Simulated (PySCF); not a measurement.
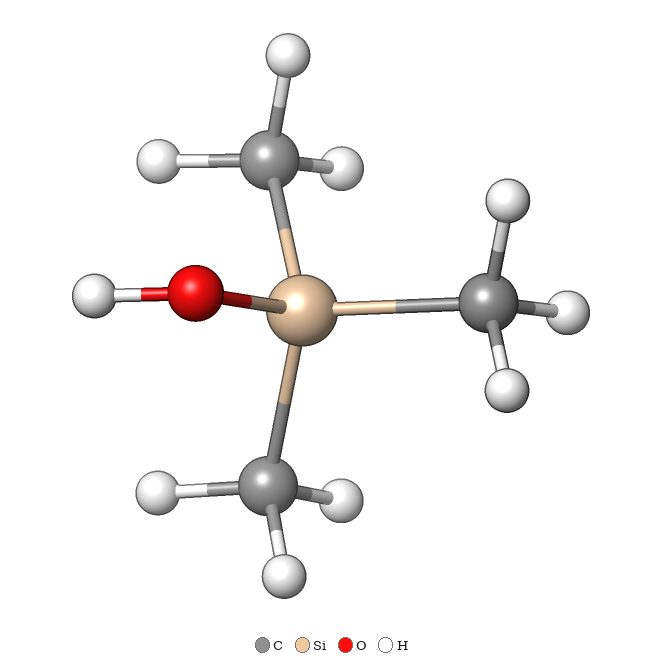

The geometry was computed by an optimisation with PBE0-D3(BJ)/def2-SVP. No frequency run is at hand to confirm it as a minimum.

Describe the molecule.

The molecule is C₃H₁₀OSi. Its SMILES string is `C[Si](C)(C)O`. It has no ring. Among its groups: Si–O bond. This geometry has Cs symmetry. Coordination: 3 C tetrahedral; 1 Si tetrahedral; 1 O bent.

More results for the same structure follow; atom numbers are the same in all pictures, views and colours differ.

**Levels of theory compared**

No frequency run is at hand to confirm it as a minimum. Program: PySCF 2.14.0.

At this fixed geometry, give polarisability (bohr³), HOMO–LUMO gap (eV), HOMO energy (eV) at these levels: B3LYP/def2-SVPD; CAM-B3LYP/def2-SVPD; HF/def2-SVPD; LDA/def2-SVPD; PBE0/6-31+G*; PBE0/6-31G*; PBE0/aug-cc-pVDZ; PBE0/def2-SVP; PBE0/def2-TZVP; PBE0/def2-TZVPD; ωB97X-D/def2-SVPD.

```csv
level,polarisability (bohr³),HOMO–LUMO gap (eV),HOMO energy (eV)
B3LYP/def2-SVPD,68.2,7.76,−7.82
CAM-B3LYP/def2-SVPD,67.1,10.30,−9.46
HF/def2-SVPD,62.1,13.62,−11.45
LDA/def2-SVPD,71.8,6.16,−6.70
PBE0/6-31+G*,63.0,7.79,−7.96
PBE0/6-31G*,54.5,9.54,−7.71
PBE0/aug-cc-pVDZ,69.3,7.65,−7.96
PBE0/def2-SVP,57.2,9.17,−7.84
PBE0/def2-TZVP,65.0,8.67,−7.98
PBE0/def2-TZVPD,68.7,7.95,−8.01
ωB97X-D/def2-SVPD,66.9,11.76,−9.92
```

**NMR shielding**

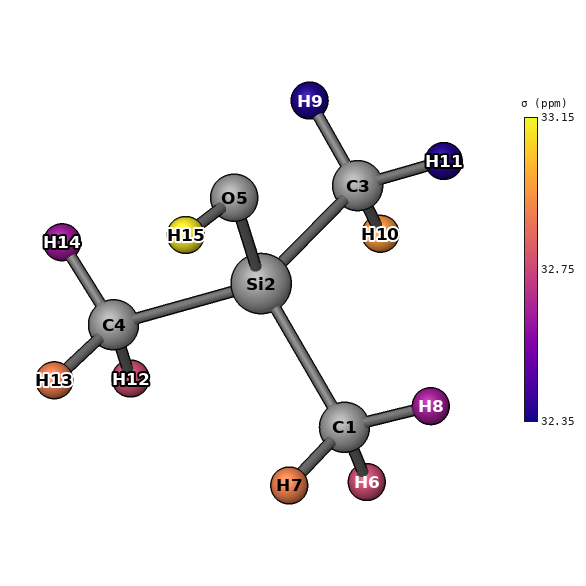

Atoms are coloured by their isotropic NMR shieldings (H only, the others grey). No frequency run is at hand to confirm it as a minimum. Properties computed with GIAO PBE0/pcSseg-0 NMR shielding, non-relativistic, gas phase (PySCF 2.14.0).

**Which H atom is the most shielded (lowest chemical shift)?**

H15 (33.12 ppm).

**Which H atom is the least shielded (highest chemical shift)?**

H9, H11 (32.37 to 32.38 ppm).

**How wide is the range of H shifts?**

0.75 ppm.

List the isotropic NMR shieldings of the H atoms.

| atom | σ (ppm) |
| --- | --- |
| H6 | 32.77 |
| H7 | 32.90 |
| H8 | 32.64 |
| H9 | 32.37 |
| H10 | 32.96 |
| H11 | 32.38 |
| H12 | 32.78 |
| H13 | 32.90 |
| H14 | 32.63 |
| H15 | 33.12 |

**Excitation**

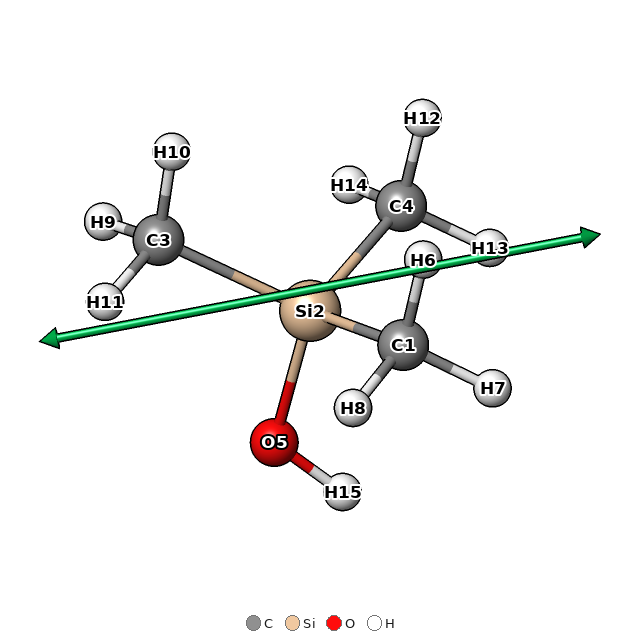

The double arrow shows the direction of the transition dipole to excited singlet state 2 (its length means nothing). No frequency run is at hand to confirm it as a minimum. Method: TDDFT LC-wPBE/def2-SVPD, vertical, gas phase, core orbitals frozen in the response (PySCF 2.14.0).

**Give its energy, strength and character.**

8.60 eV (144 nm), oscillator strength 0.075, mainly HOMO−1 → LUMO (weight 0.77); transition dipole 1.51 D.

**Quadrupole coupling**

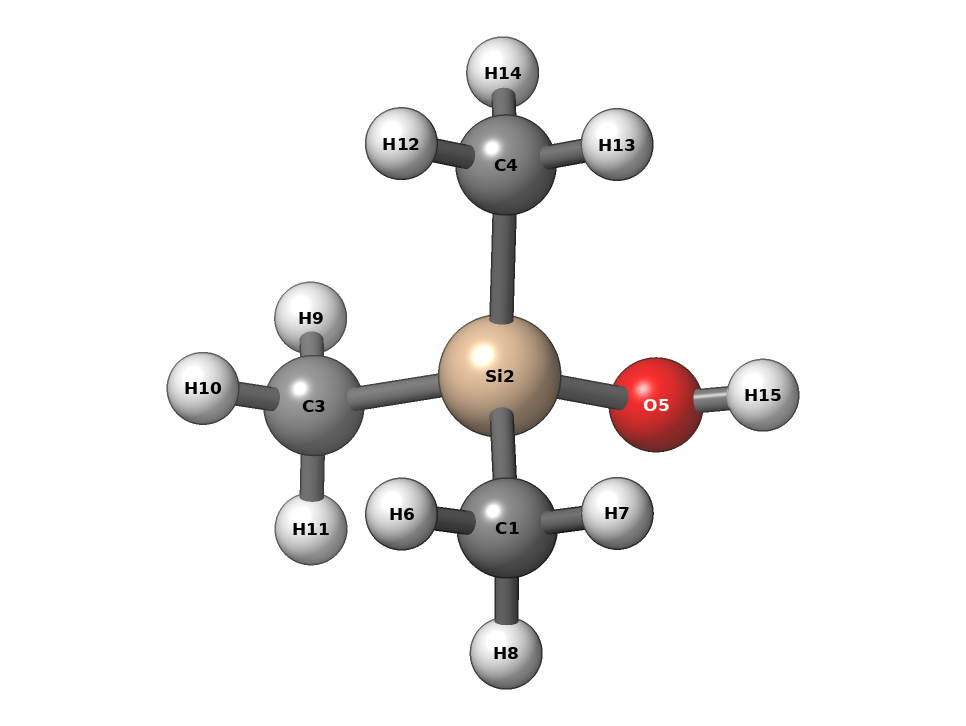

No frequency run is at hand to confirm it as a minimum. Electric field gradients from the ground-state density, PBE0/6-31G* (PySCF 2.14.0), non-relativistic apart from any core potentials.

Give the largest field-gradient component, the quadrupole coupling constant and the asymmetry for 17O at O5 (Q = −25.6 mb), 2H at H6 (Q = 2.86 mb), 2H at H7 (Q = 2.86 mb).

```csv
atom,V_zz (a.u.),e²qQ/h (MHz),η
O5,1.395,−8.39,0.62
H6,0.288,0.194,0.01
H7,0.289,0.194,0.01
```
